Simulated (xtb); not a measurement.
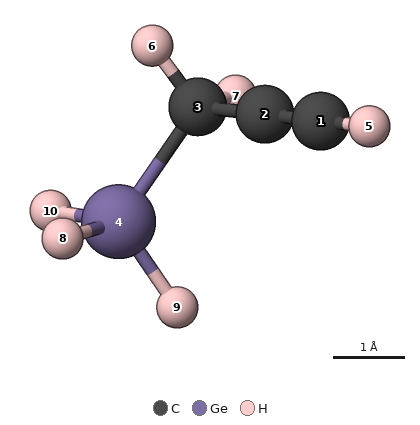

Fig. 1: The input geometry (ball-and-stick view, seen at an oblique angle; atoms are numbered from 1 in the order of the input). Sticks mark near contacts. Bond lengths as drawn: C–C 1.20 to 1.44 Å, C–Ge 1.98 Å, C–H 1.05 to 1.09 Å and Ge–H 1.49 to 1.50 Å.

# Energy and gradient calculation of C3H6Ge

- system: C3H6Ge, SMILES C#C[CH2][GeH3]
- method: GFN2-xTB (xtb 6.7.1)

The geometry comes from this level: GFN2-xTB.

Input file (mol.xyz):
```
10

C     -1.418140     1.279590    -1.483920
C     -0.444680     0.885450    -0.909140
C      0.719560     0.406160    -0.206180
Ge     0.276320    -1.071330     1.039090
H     -2.263290     1.627220    -1.998390
H      1.460990     0.056220    -0.930000
H      1.166450     1.228880     0.358980
H     -0.293190    -2.245690     0.312620
H     -0.717870    -0.639530     2.066900
H      1.513850    -1.526960     1.750030
```

Machine: 1 thread of Intel Xeon @ 2.50GHz (Skylake/Cascade Lake), 16 GiB of memory available, shared host.

Run as:
```bash
xtb mol.xyz --grad -c 0 --gfn 2 | tee out.txt
```

What the program printed:
```
* xtb version 6.7.1
   ID    Z sym.   atoms
    1    6 C      1-3
    2   32 Ge     4
    3    1 H      5-10

           -------------------------------------------------
          |                Calculation Setup                |
           -------------------------------------------------

          program call               : xtb mol.xyz --grad -c 0 --gfn 2
          coordinate file            : mol.xyz
          omp threads                :                     1

           -------------------------------------------------
          |                 G F N 2 - x T B                 |
           -------------------------------------------------

      * Hamiltonian:
        H0-scaling (s, p, d)           1.850000    2.230000    2.230000
        zeta-weighting                 0.500000
      * Dispersion:
        s8                             2.700000
        a1                             0.520000
        a2                             5.000000
        s9                             5.000000
      * Repulsion:
        kExp                           1.500000    1.000000
        rExp                           1.000000
      * Coulomb:
        alpha                          2.000000
        third order                    shell-resolved
        anisotropic                    true
        a3                             3.000000
        a5                             4.000000
        cn-shift                       1.200000
        cn-exp                         4.000000
        max-rad                        5.000000

          ...................................................
          :                      SETUP                      :
          :.................................................:
          :  # basis functions                  28          :
          :  # atomic orbitals                  27          :
          :  # shells                           15          :
          :  # electrons                        22          :
          :  max. iterations                   250          :
          :  Hamiltonian                  GFN2-xTB          :
          :  restarted?                      false          :
          :  GBSA solvation                  false          :
          :  PC potential                    false          :
          :  electronic temp.          300.0000000     K    :
          :  accuracy                    1.0000000          :
          :  -> integral cutoff          0.2500000E+02      :
          :  -> integral neglect         0.1000000E-07      :
          :  -> SCF convergence          0.1000000E-05 Eh   :
          :  -> wf. convergence          0.1000000E-03 e    :
          :  Broyden damping             0.4000000          :
          :  net charge                          0          :
          :  unpaired electrons                  0          :
          ...................................................

 iter      E             dE          RMSdq      gap      omega  full diag
   1    -11.4884432 -0.114884E+02  0.551E+00    5.87       0.0  T
   2    -11.4949841 -0.654090E-02  0.559E+00    6.58       1.0  T
   3    -11.5338570 -0.388729E-01  0.296E+00    6.43       1.0  T
   4    -11.5204065  0.134505E-01  0.156E+00    6.43       1.0  T
   5    -11.5333567 -0.129501E-01  0.549E-01    6.43       1.0  T
   6    -11.5344396 -0.108298E-02  0.790E-02    6.40       1.0  T
   7    -11.5344448 -0.520799E-05  0.469E-02    6.40       1.0  T
   8    -11.5344459 -0.108876E-05  0.991E-03    6.40       3.2  T
   9    -11.5344461 -0.128517E-06  0.234E-03    6.40      13.5  T
  10    -11.5344461 -0.846338E-08  0.100E-03    6.40      31.5  T
  11    -11.5344461 -0.958545E-09  0.192E-04    6.40     164.4  T
  12    -11.5344461 -0.747686E-10  0.333E-05    6.40     950.7  T

   *** convergence criteria satisfied after 12 iterations ***

         #    Occupation            Energy/Eh            Energy/eV
      -------------------------------------------------------------
         1        2.0000           -0.6313074             -17.1787
       ...           ...                  ...                  ...
         5        2.0000           -0.4953523             -13.4792
         6        2.0000           -0.4755298             -12.9398
         7        2.0000           -0.4510353             -12.2733
         8        2.0000           -0.4386828             -11.9372
         9        2.0000           -0.4383566             -11.9283
        10        2.0000           -0.4034762             -10.9791
        11        2.0000           -0.3922968             -10.6749 (HOMO)
        12                         -0.1570512              -4.2736 (LUMO)
        13                         -0.1487570              -4.0479
        14                         -0.1089657              -2.9651
        15                         -0.0989789              -2.6934
        16                         -0.0880960              -2.3972
       ...                                ...                  ...
        27                          1.4469409              39.3733
      -------------------------------------------------------------
                  HL-Gap            0.2352456 Eh            6.4014 eV
             Fermi-level           -0.2746740 Eh           -7.4743 eV

 SCC (total)                   0 d,  0 h,  0 min,  0.006 sec
 SCC setup                      ...        0 min,  0.000 sec (  1.414%)
 Dispersion                     ...        0 min,  0.000 sec (  0.827%)
 classical contributions        ...        0 min,  0.000 sec (  0.309%)
 integral evaluation            ...        0 min,  0.001 sec ( 12.792%)
 iterations                     ...        0 min,  0.003 sec ( 53.503%)
 molecular gradient             ...        0 min,  0.002 sec ( 29.066%)
 printout                       ...        0 min,  0.000 sec (  1.907%)

         :::::::::::::::::::::::::::::::::::::::::::::::::::::
         ::                     SUMMARY                     ::
         :::::::::::::::::::::::::::::::::::::::::::::::::::::
         :: total energy             -11.315358533318 Eh    ::
         :: gradient norm              0.000670692720 Eh/a0 ::
         :: HOMO-LUMO gap              6.401358257972 eV    ::
         ::.................................................::
         :: SCC energy               -11.534442670658 Eh    ::
         :: -> isotropic ES            0.000948646629 Eh    ::
         :: -> anisotropic ES          0.001202048828 Eh    ::
         :: -> anisotropic XC          0.011225461073 Eh    ::
         :: -> dispersion             -0.005110383518 Eh    ::
         :: repulsion energy           0.219084137341 Eh    ::
         :: add. restraining           0.000000000000 Eh    ::
         :: total charge              -0.000000000000 e     ::
         :::::::::::::::::::::::::::::::::::::::::::::::::::::

           -------------------------------------------------
          |                Property Printout                |
           -------------------------------------------------

    * Orbital Energies and Occupations

         #    Occupation            Energy/Eh            Energy/eV
      -------------------------------------------------------------
         1        2.0000           -0.6313074             -17.1787
         2        2.0000           -0.6073733             -16.5275
         3        2.0000           -0.5840648             -15.8932
         4        2.0000           -0.5190835             -14.1250
         5        2.0000           -0.4953523             -13.4792
         6        2.0000           -0.4755298             -12.9398
         7        2.0000           -0.4510353             -12.2733
         8        2.0000           -0.4386828             -11.9372
         9        2.0000           -0.4383566             -11.9283
        10        2.0000           -0.4034762             -10.9791
        11        2.0000           -0.3922968             -10.6749 (HOMO)
        12                         -0.1570512              -4.2736 (LUMO)
        13                         -0.1487570              -4.0479
        14                         -0.1089657              -2.9651
        15                         -0.0989789              -2.6934
        16                         -0.0880960              -2.3972
        17                          0.0238608               0.6493
        18                          0.0308143               0.8385
        19                          0.0422602               1.1500
        20                          0.0926308               2.5206
        21                          0.1848753               5.0307
        22                          0.2045183               5.5652
       ...                                ...                  ...
        27                          1.4469409              39.3733
      -------------------------------------------------------------
                  HL-Gap            0.2352456 Eh            6.4014 eV
             Fermi-level           -0.2746740 Eh           -7.4743 eV

     #   Z          covCN         q      C6AA      α(0)
     1   6 C        1.909    -0.118    34.407     9.473
     2   6 C        1.998    -0.024    31.686     9.091
     3   6 C        3.712    -0.070    21.983     6.700
     4  32 Ge       3.739     0.097   169.844    23.395
     5   1 H        0.928     0.071     2.074     2.252
     6   1 H        0.924     0.055     2.264     2.353
     7   1 H        0.924     0.054     2.265     2.353
     8   1 H        0.939    -0.020     3.422     2.892
     9   1 H        0.939    -0.019     3.411     2.887
    10   1 H        0.938    -0.025     3.525     2.935

 Mol. C6AA /au·bohr⁶  :       1530.880500
 Mol. C8AA /au·bohr⁸  :      60606.277185
 Mol. α(0) /au        :         64.331603

Wiberg/Mayer (AO) data.
largest (>0.10) Wiberg bond orders for each atom

 ---------------------------------------------------------------------------
     #   Z sym  total        # sym  WBO       # sym  WBO       # sym  WBO
 ---------------------------------------------------------------------------
     1   6 C    3.975 --     2 C    2.869     5 H    0.971
     2   6 C    3.980 --     1 C    2.869     3 C    1.068
     3   6 C    3.993 --     2 C    1.068     6 H    0.940     7 H    0.940
                             4 Ge   0.881
     4  32 Ge   3.593 --     3 C    0.881     8 H    0.866     9 H    0.866
                            10 H    0.862
     5   1 H    0.995 --     1 C    0.971
     6   1 H    0.997 --     3 C    0.940
     7   1 H    0.997 --     3 C    0.940
     8   1 H    1.000 --     4 Ge   0.866
     9   1 H    1.000 --     4 Ge   0.866
    10   1 H    0.999 --     4 Ge   0.862
 ---------------------------------------------------------------------------

Topologies differ in total number of bonds
Writing topology from bond orders to xtbtopo.mol

molecular dipole:
                 x           y           z       tot (Debye)
 q only:        0.225      -0.047       0.095
   full:        0.252       0.139      -0.067       0.752
molecular quadrupole (traceless):
                xx          xy          yy          xz          yz          zz
 q only:        0.782       0.170      -0.410       0.073       0.206      -0.372
  q+dip:        3.299      -1.103      -2.096       1.990       0.680      -1.203
   full:        2.047      -0.156      -1.221       0.675       0.814      -0.826

           -------------------------------------------------
          | TOTAL ENERGY              -11.315358533318 Eh   |
          | GRADIENT NORM               0.000670692720 Eh/α |
          | HOMO-LUMO GAP               6.401358257972 eV   |
           -------------------------------------------------

------------------------------------------------------------------------
------------------------------------------------------------------------
 total:
 *  cpu-time:     0 d,  0 h,  0 min,  0.017 sec
 * ratio c/w:     1.000 speedup
 SCF:
 *  cpu-time:     0 d,  0 h,  0 min,  0.007 sec
 * ratio c/w:     1.000 speedup
```

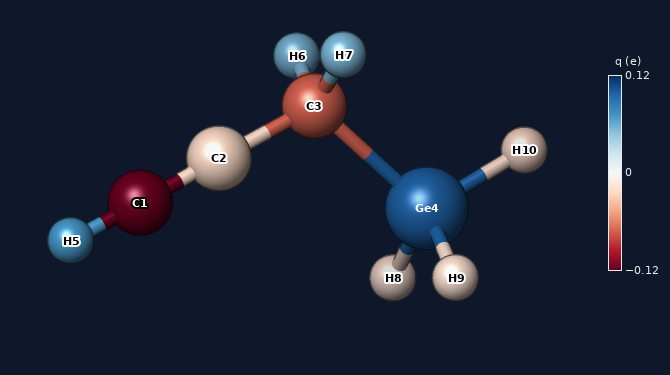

Fig. 2: Mulliken charges, as the colour of each atom (ball-and-stick view, seen at a tilt; atoms are numbered from 1 in the order of the input). By element: C −0.12 to −0.02, Ge +0.10 and H −0.02 to +0.07 e.

Key numbers:

| quantity | value |
| --- | --- |
| outcome | converged |
| electrons treated | 22 |
| total energy | −11.315359 hartree |
| dispersion energy | −0.005110 hartree |
| basis functions | 28 |
| largest force | 0.023 eV/Å |
| HOMO | −10.67 eV |
| LUMO | −4.27 eV |
| dipole moment | 0.75 D |
| peak memory | 0.071 GiB |
